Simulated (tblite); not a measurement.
## Frequency calculation, with input and output: C₇H₅OSi

The run: frequency calculation of C₇H₅OSi, multiplicity 2. Method and program: GFN2-xTB harmonic vibrations, gas phase (tblite 0.8.0).

It belongs to a series of runs on one base structure; here: H removed from aryl C.

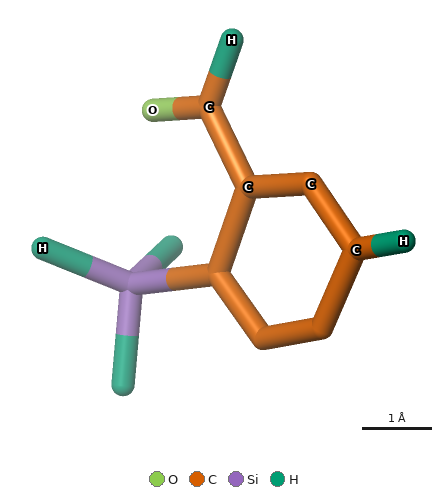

*The input geometry (stick view, seen at a tilt).*

### Input
```
{"job": {"kind": "ir", "xc": "GFN2-xTB", "basis": "xTB"}, "charge": 0, "multiplicity": 2}
O      1.299567     1.977286    -0.116518
C      0.100338     1.838124    -0.018383
C     -0.542690     0.544667     0.040382
C     -1.914130     0.380203     0.154259
C     -2.718345    -0.722741     0.225076
C     -1.791752    -1.729309     0.153703
C     -0.506651    -1.677685     0.047428
C      0.319309    -0.594787    -0.025499
Si     2.197722    -0.441466    -0.180277
H     -0.571424     2.711394     0.032464
H     -3.785809    -0.771987     0.312543
H      2.540592     0.166042    -1.459915
H      2.741029     0.170912     1.025240
H      2.631566    -1.851126    -0.212670
```

The first line tells a small driver script what to run in tblite; the rest is the geometry in Å.

Hardware: 1 CPU thread, shared host.

Run as:
```bash
OMP_NUM_THREADS=1 python <driver script> task.json out
```

### The program's output
```
mode    cm-1     km/mol
  1     108.7      1.93
  2     135.8      1.26
  3     156.9     31.67
  4     243.4      3.54
  5     259.5      4.00
  6     307.9      0.25
  7     350.9      3.68
  8     406.9     12.25
  9     417.3    141.92
 10     470.4      0.00
 11     512.0      9.65
 12     555.8     58.90
 13     562.6     33.71
 14     592.6     44.90
 15     642.6     69.64
 16     666.4     35.39
 17     727.7    205.36
 18     798.5      5.49
 19     823.4    350.32
 20     850.9    137.73
 21     913.9      1.63
 22     937.9      2.36
 23    1103.5     13.26
 24    1168.9     15.24
 25    1229.3      7.19
 26    1266.9     60.57
 27    1343.7     27.58
 28    1427.0     16.08
 29    1471.0     47.18
 30    1675.7     31.96
 31    1697.6    332.74
 32    2169.0    339.59
 33    2298.7     92.06
 34    2316.7    365.54
 35    2815.8     81.68
 36    3136.6      7.33
```

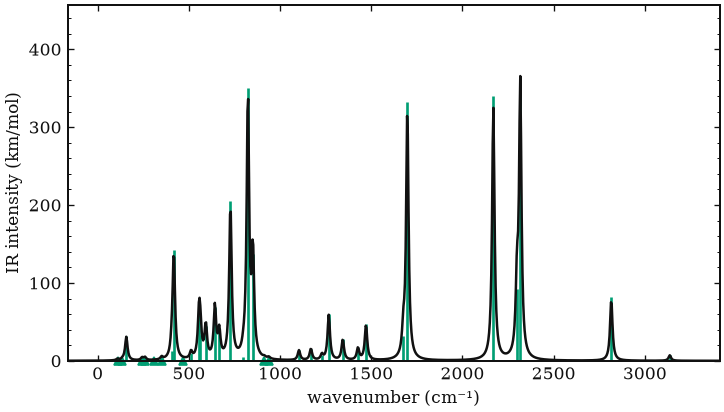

*Harmonic infrared spectrum, unscaled: sticks (degenerate modes added up, dark ones marked on the axis) with a Lorentzian envelope of 16 cm⁻¹ full width, scaled to the tallest stick.*

36 modes from 109 to 3137 cm⁻¹, none imaginary. The strongest line is at 2317 cm⁻¹ (366 km/mol).

### Key numbers

| quantity | value |
| --- | --- |
| outcome | converged |
| total energy | −627.9807 eV |
| zero-point energy | 52.2690 kcal/mol |
| peak memory | 0.18 GiB |
